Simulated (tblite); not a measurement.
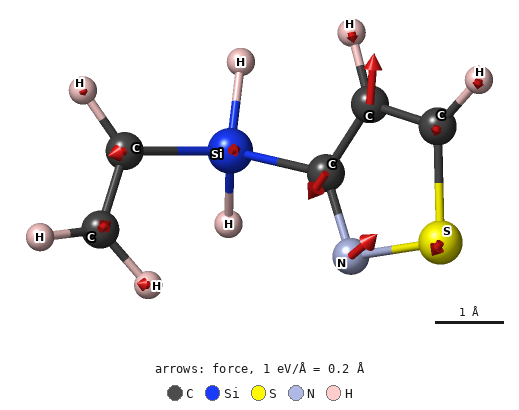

Starting geometry of C5H7NSSi with the computed forces as red arrows. The picture is a ball-and-stick view, seen at a tilt.

The calculation used GFN2-xTB geometry optimisation, gas phase (tblite). 

What follows when this structure is relaxed?

It isn't relaxed: the largest force vector, on a C atom, is 3.84 eV/Å. The final displacements have little in common with the starting forces (cosine between the two patterns 0.12). The atom that moves furthest after the best rigid fit is an H atom (1.21 Å). Largest moves by element: H 1.21 Å, C 0.39 Å, S 0.30 Å, N 0.17 Å, Si 0.15 Å. Among the contacts that change: N–S 1.769 → 1.632 Å, C–C 1.357 → 1.416 Å, C–Si 1.835 → 1.884 Å, C–H 1.110 → 1.074 Å. Bond angles that change, for instance: C–N–S 103.6° → 112.0°, S–C–H 129.2° → 120.9°, C–C–Si 116.7° → 124.6°. Groups turn about C–Si by about 50°. Over 119 geometry steps the energy falls by 0.639 eV. Cost: 1.5 s on 1 thread of Arm Neoverse N1, with other jobs on the host.
